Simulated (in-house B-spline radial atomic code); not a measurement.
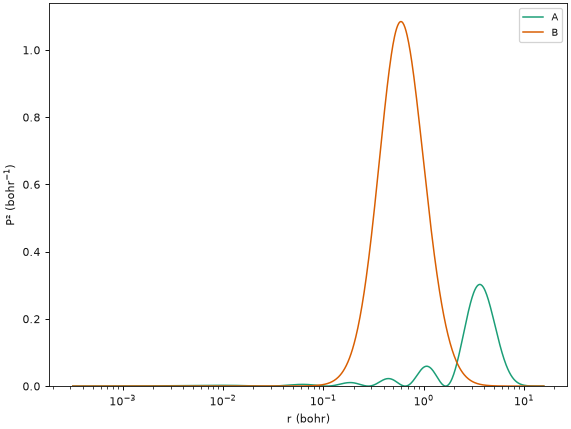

Atomic europium (Eu) in the configuration [Xe] 4f7 6s2 (high spin). Computed with an in-house B-spline radial code: scalar-relativistic (spin-free one-electron X2C) r2SCAN, spin-polarised, spherical fractional occupations, Fermi nucleus, basis-set limit. Radial functions and radii carry no picture-change correction.

```
Z = 63
electrons = 63.0
configuration = [Xe] 4f7 6s2
hamiltonian = x2c
method = r2scan
spin_polarised = True
nucleus = fermi
rms_radius = 5.1115
mass_number = 153
atomic_mass = 152.921236789
speed_of_light = 137.035999084
```

The plot shows the radial probability densities P² of 6s up and 4f up.

Q: Which curve belongs to which orbital?

Answer: A is 6s up; B is 4f up. 4f up: outer maximum at 0.593 bohr, ⟨r⟩ = 0.943 bohr, 0 nodes, eigenvalue −4.49 eV; 6s up: outer maximum at 3.63 bohr, ⟨r⟩ = 4.24 bohr, 5 nodes, eigenvalue −3.83 eV.
